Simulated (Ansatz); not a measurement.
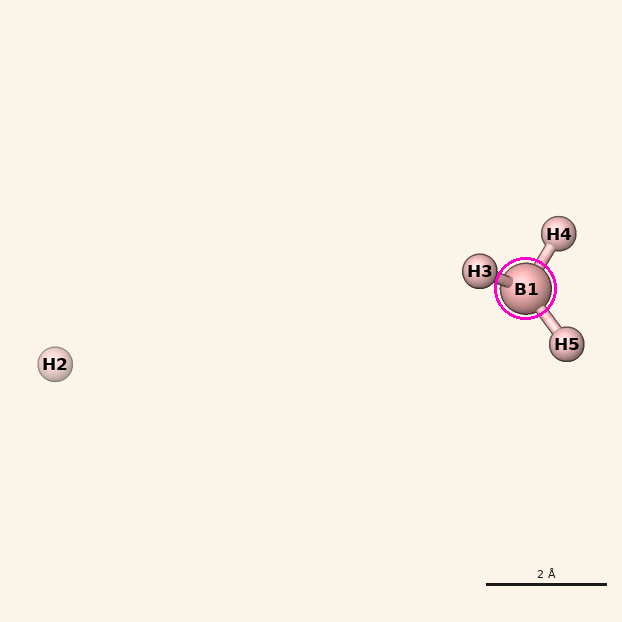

Simulated data, not a measurement (program: Ansatz).

Orthographic view. Depth is shown by fading: the farther an atom, the more it takes the colour of the background. The species is neutral and a spin doublet. Geometry: a fixed input geometry, not necessarily a minimum.

Name the neighbours of the circled atom.

Answer. The circled atom is B1; it is bonded to H3, H4, H5.

Which atom is farthest from the viewer?

Answer. H2, 4.6 Å behind the mean position.

Which atom is nearest the viewer?

Answer. H3, 1.8 Å in front of the mean position.
